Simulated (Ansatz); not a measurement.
System: Al4As3N.

The calculation's input:

```
crystal:
  lattice:
    - [6.2611051163, -1.8957806393, -0.0512245294]
    - [6.2611051163, 1.8957806393, -0.0512245294]
    - [-1.1910559614, 0.0, 6.4352986561]
  atoms:
    - { symbol: "N", position: [-0.0005937991, -0.0005937991, 0.0041648845] }
    - { symbol: As, position: [0.4995210165, 0.4995210165, 0.4996345985] }
    - { symbol: As, position: [0.7452542118, 0.7452542118, 0.2308354697] }
    - { symbol: As, position: [0.256619802, 0.256619802, 0.7731702491] }
    - { symbol: Al, position: [0.4530195915, 0.4530195915, 0.8618277916] }
    - { symbol: Al, position: [0.9449205218, 0.9449205218, 0.2637028743] }
    - { symbol: Al, position: [0.1546608989, 0.1546608989, 0.0536252938] }
    - { symbol: Al, position: [0.6965977565, 0.6965977565, 0.5630388385] }
kpoints:
  mp_grid: { grid: [4, 4, 2] }
  band_path:
    path:
      - [0.0, 0.0, 0.0]
      - [-0.2737770597, 0.2737770597, 0.0]
      - [0.2737770597, 0.7262229403, 0.0]
      - [0.5, 0.5, 0.0]
      - [0.5, 0.5, -0.5]
      - [0.2651315301, 0.7348684699, -0.5]
      - [-0.2651315301, 0.2651315301, -0.5]
      - [0.0, 0.0, -0.5]
      - [0.0, 0.5, -0.5]
      - [0.1, 0.1, 0.0]
      - [0.0, 0.0, -0.05]
    npoints: 1
hamiltonian:
  xc: hse06
scf:
  occupations: { method: fermi_dirac, width: 0.02 }
  n_extra_bands: 6
output:
  forces: true
  stress: true
  eigenvalues: true
  write_density: true
  write_potential: true
  elf: true
  volumetric_format: npy
```

Run with:

```sh
ansatz run input.yaml --threads 4 --pin off --max-ram 6451MiB --backend cpu --events-out ev --progress --plain --runs-dir out
```

Below, planes, directions and counts refer to the conventional cell (a = 12.52 Å, b = 3.79 Å, c = 6.54 Å, α = 90.00°, β = 100.95°, γ = 90.00°).

Space group Cm; started from the ordered alloy on zincblende lattice prototype, which need not be the ambient phase.

Method: DFT, HSE06, plane waves, PAW (Ansatz 0.2.0).

> What can the converged valence pseudo-density and electron localisation function tell about the bonding?

Al–N (1.91 Å): the density is about 0.68 e/Å³ at the midpoint; the ELF peaks at about 0.90 in the valence shell of N, 0.7 Å from its nucleus, and is about 0.90 at the midpoint.
Al–As (2.42 Å): ρ at the midpoint is about 0.51 e/Å³; the ELF peaks at about 0.95 between the atoms, as expected for a covalent bond.
Al–As (2.47 Å): the density is about 0.47 e/Å³ at the midpoint; the ELF peaks at about 0.95 between the atoms (a covalent bond).

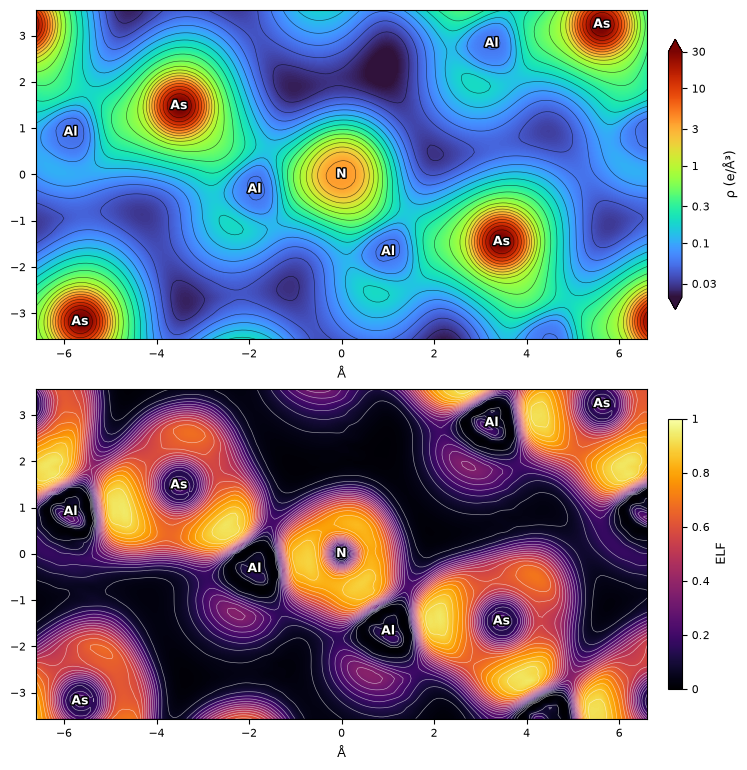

Computed valence pseudo-density and electron localisation function on the (010) plane of the conventional cell, in this order. 

In a PAW calculation such maps are meaningful between the atoms, not at the nuclei.
